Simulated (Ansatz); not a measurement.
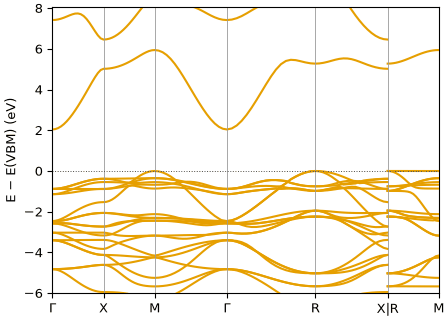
Fig. 1. Band structure from the program Ansatz at the r²SCAN level (PAW)

The gap is 2.04 eV; an edge lies off the plotted path or next to a special point (maximum on the R–X line, 1 % of the way from R, minimum at Γ).

Q: Which of these materials gives this?
A. Ca3SbP, anti-perovskite
B. GaAs, Pm-3n (Ga on 6c, As on 6d)
C. ZnAgF3, cubic perovskite
D. BaZrO3, cubic perovskite

A: C, ZnAgF3, cubic perovskite

Space group Pm-3m (cubic perovskite). The workflow started from an entry of the Crystallography Open Database (COD). Its standing as an ambient phase is unchecked. Symmetry was held in the r²SCAN relaxation; whether a distortion lowers the energy is not shown. No spin polarisation was allowed. Scalar-relativistic: spin–orbit coupling is off unless named, which matters more the heavier the elements.

Potentials: the later of the program's two PAW sets.
